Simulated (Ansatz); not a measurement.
C2PS (charge −1)

```json
{"atom": "C", "x (Å)": "-0.5871", "y (Å)": "-1.8132", "z (Å)": "-2.0984"}
{"atom": "C", "x (Å)": "-1.5271", "y (Å)": "-2.2353", "z (Å)": "-2.8373"}
{"atom": "P", "x (Å)": "-2.7481", "y (Å)": "-2.4304", "z (Å)": "-4.0079"}
{"atom": "S", "x (Å)": "-3.6349", "y (Å)": "-4.2282", "z (Å)": "-3.8678"}
```

Geometry: B3LYP-D3(BJ)/def2-SVPD.

These are results of isolated molecule in a Gaussian basis; Kohn-Sham density functional theory, functional PBE0 in Ansatz 0.2.0, not measurements.

Question: What will maps of the electron density and electron localisation function show?

Answer: C–C (1.27 Å): ρ is about 2.7 e/Å³ halfway; the ELF peaks at about 0.90 between the atoms: a short, multiple covalent bond.
C–P (1.70 Å): ρ is about 1.4 e/Å³ halfway; the ELF peaks at about 0.90 between the atoms (a covalent bond).
P–S (2.01 Å): ρ at the midpoint is about 1.1 e/Å³; the ELF peaks at about 0.85 between the atoms; localised, covalent bonding.

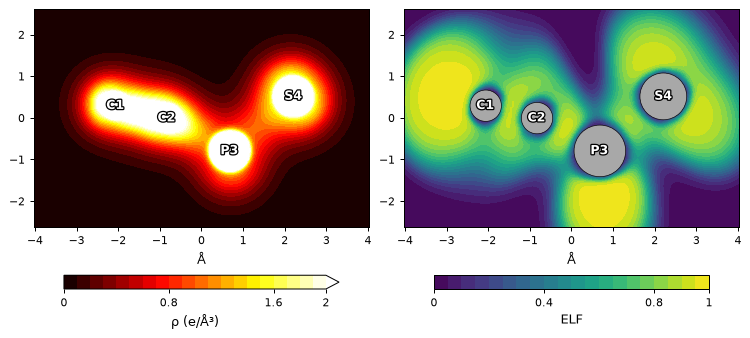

Computed electron density and electron localisation function on the molecular plane, in this order. Grey discs cover the atomic cores in the ELF map. 
